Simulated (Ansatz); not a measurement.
# ZrO (SMILES [O][Zr]) at CCSD(T)/def2-TZVP (core potential)

Aim: the energy change on altering one bond length of ZrO at CCSD(T)/def2-TZVP (core potential), from 2 runs. 

Program for the calculation: Ansatz 0.2.0.

## (1) Starting point

ZrO has 2 atoms, charge 0, and is taken as a singlet. As SMILES, `[O][Zr]`. Geometry: the measured bond length.

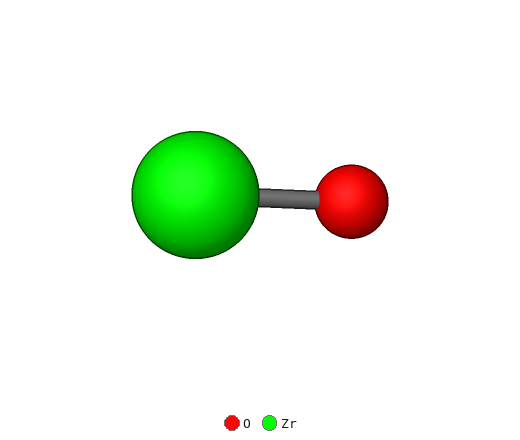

The structure, seen from a chosen angle (oxygen red, zirconium green).

## (2) The energy at CCSD(T)/def2-TZVP (core potential)

Contents of run.yaml:

```yaml
basis:
  gaussian:
    orbitals: def2-TZVP
crystal:
  periodic: [false, false, false]
  atoms:
    - symbol: O
      position_ang: [0.000000, 0.000000, 0.000000]
    - symbol: Zr
      position_ang: [0.000000, 0.000000, 1.711600]
correlation:
  method: ccsd_t
  frozen_orbitals: {O: 1, Zr: 0}
accuracy: high
scf:
  omitted_lower_state_checks: [cluster_reference, increment]
```

Started as:

```console
$ ansatz run run.yaml --threads 1 --pin off --max-ram 3480MiB --events-out events.jsonl --progress --plain --runs-dir runs
```

Output, shortened:

```text
Warning: RAYON_NUM_THREADS=1 ignored (pool sized by the plan → 1); use --threads N
Functional definition: HF
  name "HF"
[...]
1124 factors; integrals over basis functions are off by at most 3.6e-9 eV
[...]
mean field -3303.12733971 eV, -121.3876907944 hartree, gradient 2.0e-8 eV, S^2 0.000000; 3 other end points of the search recorded, 0 dependent functions left out; unrestricted orbitals would lower it
1 core orbitals not correlated: weight in the atoms' cores, before any rotation towards them, 1.000 or more for the frozen orbitals, at most 0.000 for the correlated occupied ones
reference -3303.12733971 eV, -121.3876907944 hartree; 9, 9 occupied and 61, 61 virtual orbitals, 1124 factors
second order -15.07301195 eV of doubles, -0.00000000 eV of singles
cycle   1  -13.49789900 eV  change     1.6e0 eV  update   2.1e-1
[...]
cycle  25  -14.43715650 eV  change   -1.2e-9 eV  update   1.8e-9
perturbative correction -0.84291758 eV, -0.0309766497 hartree
Total energy: -3318.40741379 eV, -121.9492231596 hartree
Checks for a lower state left out: cluster_reference, increment
```

It took 4.8 s on 1 thread of Arm Neoverse V1, shared host; peak memory 0.26 GiB.

## (3) The distorted shape

Contents of job.yaml:

```yaml
crystal:
  periodic: [false, false, false]
  atoms:
    - {symbol: O, position_ang: [0.000000, 0.000000, -0.513500]}
    - {symbol: Zr, position_ang: [0.000000, 0.000000, 1.711600]}
basis:
  gaussian:
    orbitals: def2-TZVP
scf:
  omitted_lower_state_checks: [cluster_reference, increment]
accuracy: high
correlation:
  method: ccsd_t
  frozen_orbitals: {O: 1, Zr: 0}
```

Started as:

```console
$ ansatz run job.yaml --threads 1 --pin off --max-ram 3480MiB --events-out events.jsonl --progress --plain --runs-dir runs
```

Output:

```text
Warning: RAYON_NUM_THREADS=1 ignored (pool sized by the plan → 1); use --threads N
[... 19 lines left out ...]
1 core orbitals not correlated: weight in the atoms' cores, before any rotation towards them, 1.000 or more for the frozen orbitals, at most 0.000 for the correlated occupied ones
[... 39 lines left out ...]
Total energy: -3315.64130202 eV, -121.8475704269 hartree
Checks for a lower state left out: cluster_reference, increment
```

It took 8.1 s on 1 thread of Arm Neoverse V1, shared host; peak memory 0.26 GiB.

## (4) What came out

Level: CCSD(T)/def2-TZVP (core potential), 1 core orbital frozen.

| quantity | value |
| --- | --- |
| first shape: total energy | -121.94922 Eh |
| first shape: correlation energy (1 core orbital frozen) | -561.5 mEh |
| first shape: (T) correction | -30.98 mEh |
| first shape: T1 diagnostic | 0.026 |
| distorted shape: total energy | -121.84757 Eh |
| distorted shape: correlation energy (1 core orbital frozen) | -609.1 mEh |
| distorted shape: (T) correction | -53.20 mEh |
| distorted shape: T1 diagnostic | 0.061 |
| energy change with the O1–Zr2 bond stretched from 1.712 to 2.225 Å | 2.766 eV |

**Reading.** With the O1–Zr2 bond stretched from 1.712 to 2.225 Å the energy rises by 2.77 eV (267 kJ/mol). The first shape isn't relaxed at this level, so the change isn't measured from a minimum. The restricted solution (first shape) is unstable to spin breaking: an unrestricted one lies lower. The triples (first shape) make up 5.5 % of the correlation energy. The T1 diagnostic (distorted shape) of 0.061 is above the customary mark for such species, so a single reference may not serve. The restricted solution (distorted shape) is unstable to spin breaking: an unrestricted one lies lower. The triples (distorted shape) make up 8.7 % of the correlation energy.
